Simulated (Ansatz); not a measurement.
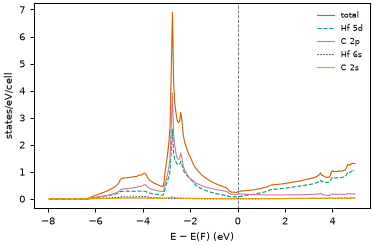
Total and projected density of states of HfC (rock salt, space group No. 225), PBEsol (plane waves, PAW; program Ansatz)

Question: Which orbitals carry the states next to the Fermi level?

Answer: Within 0.5 eV of the Fermi level: C 2p 63 %, Hf 5d 33 %. Projections are on Löwdin-orthogonalised atomic valence shells; empty p or d shells of many metals are not among them.

Question: Where is the tallest occupied peak in this window, and what makes it?

Answer: Near -2.8 eV, about 6.9 states/eV per cell; the largest projected share is C 2p.

Space group Fm-3m (rock salt). The PBEsol relaxation kept the symmetry of its start; of distortions, only those at the zone centre were tested. No spin polarisation was allowed. Spin–orbit coupling is left out wherever it is not named.

Potentials: the later of the program's two PAW sets.
